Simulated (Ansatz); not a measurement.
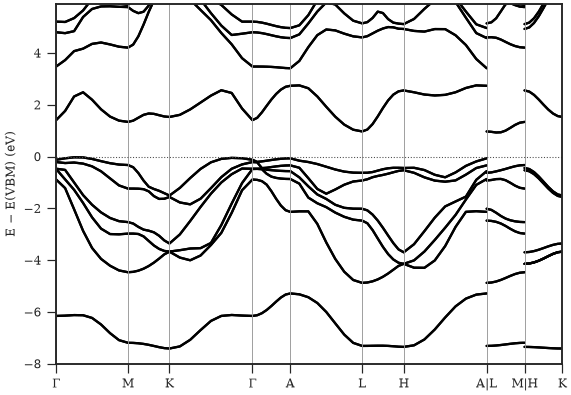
Figure: Band structure from DFT-r²SCAN+D4 with spin–orbit coupling in the program Ansatz with PAW potentials

The gap is 0.89 eV; an edge lies off the plotted path or next to a special point (maximum off the standard path, minimum off the standard path).

The material is SnSe2 (CdI2 type, space group No. 164).

Space group P-3m1 (CdI2 type). Symmetry was held in the r²SCAN+D4 relaxation; of distortions, only those at the zone centre were tested.

Potentials: the later of the program's two PAW sets.
